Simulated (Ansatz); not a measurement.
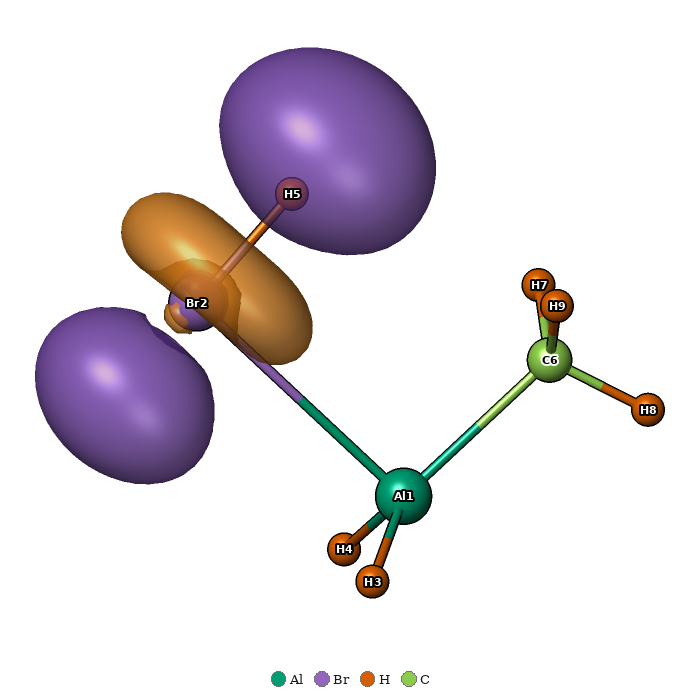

The picture shows: CH₆AlBr. The LUMO at ±0.15 Å⁻³ᐟ² (orange and purple are the two phases), seen across its widest extent.

The product side of a reaction path; geometry: PBE0-D4/def2-TZVP.

Computed with RKS PBE0-D4/def2-TZVPP in Ansatz 0.2.0.

The calculation's input:

```
crystal:
  periodic: [false, false, false]
  atoms:
    - {symbol: Al, position_ang: [-1.045649, 0.182671, -0.345771]}
    - {symbol: Br, position_ang: [-0.247206, -2.480592, 0.116174]}
    - {symbol: H, position_ang: [-1.405961, -0.042075, -1.880920]}
    - {symbol: H, position_ang: [-2.227420, 0.165596, 0.722029]}
    - {symbol: H, position_ang: [1.060163, -2.074403, 0.509875]}
    - {symbol: C, position_ang: [0.702558, 0.931252, 0.146639]}
    - {symbol: H, position_ang: [0.974793, 0.714381, 1.184208]}
    - {symbol: H, position_ang: [0.680482, 2.023091, 0.052919]}
    - {symbol: H, position_ang: [1.508339, 0.579980, -0.505252]}
basis:
  gaussian: {orbitals: def2-TZVPP}
hamiltonian: {xc: pbe0, dispersion: d4}
output: {orbitals: {seedname: orbitals}}
```

Run with:

```sh
ansatz run in.yaml --threads 4 --pin off --events-out ev --progress --plain --max-ram 9574MiB
```

Describe this orbital and give its energy.

Its weight (Hirshfeld) is mainly on Br2 (about 50 %) and H5 (about 40 %). Its energy is −0.99 eV.
